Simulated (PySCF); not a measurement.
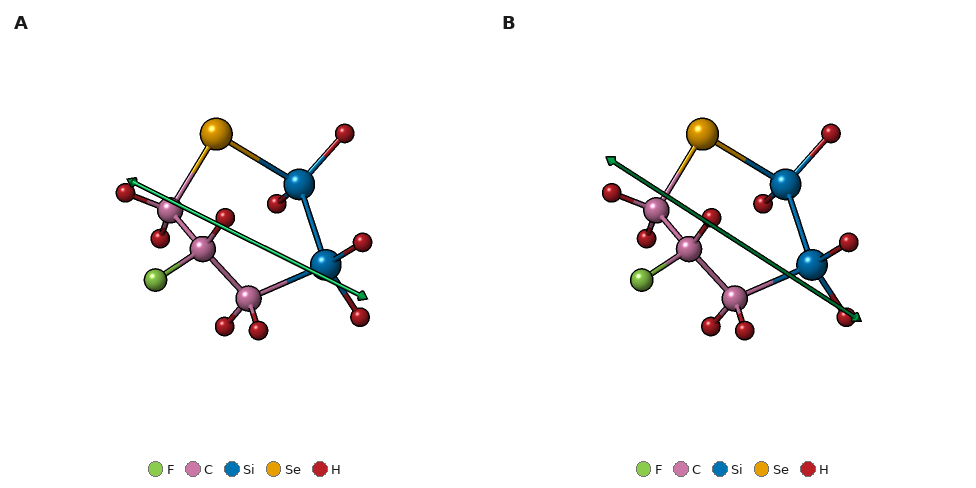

The double arrows show the directions of two transition dipoles from the ground state (lengths mean nothing). The computed structure is the end point of a GFN2-xTB optimisation. No frequency run is at hand to confirm it as a minimum. Level of theory: TDDFT CAM-B3LYP/def2-SVPD, vertical, gas phase, core orbitals frozen in the response (PySCF 2.14.0).

### One belongs to singlet state 5 and one to singlet state 6. Which is which?

A: state 6, 6.69 eV (185 nm), oscillator strength 0.038, of mixed character, with the largest part HOMO → LUMO+4 (weight 0.39).
B: state 5, 6.51 eV (191 nm), oscillator strength 0.076, mainly HOMO−1 → LUMO (weight 0.53).

The geometry is semi-empirical. Around Se, Si such bond lengths and angles can be off by a tenth of an ångström or more and by several degrees, and values that hang on the shape move with them.
